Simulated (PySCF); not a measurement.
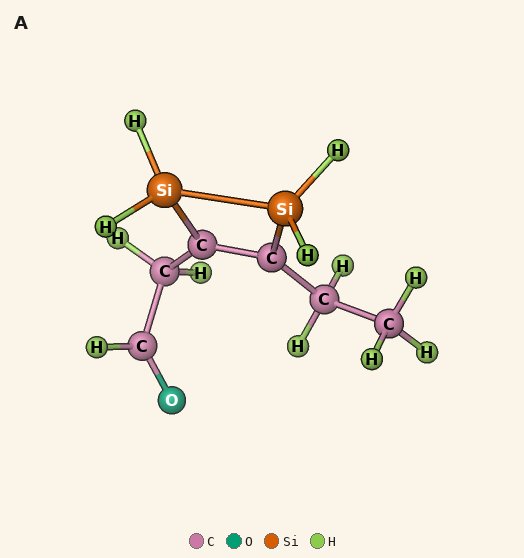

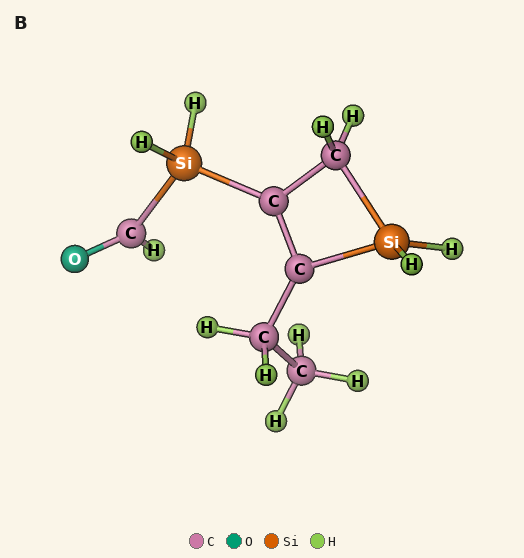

2 stationary structures of one formula. Geometries: GFN2-xTB. Electronic energies: PBE0/pcSseg-1 (PySCF 2.14.0), without zero-point energy. No frequency run is at hand to confirm each as a minimum. Each is one conformer, not always the lowest.

### Which structure is the most stable?

A is lowest; B lies 0.499 eV above it. A is `CCC1=C(CC=O)[SiH2][SiH2]1`, B is `CCC1=C([SiH2]C=O)C[SiH2]1`.

The geometry is semi-empirical. Around Si such bond lengths and angles can be off by a tenth of an ångström or more and by several degrees, and values that hang on the shape move with them.
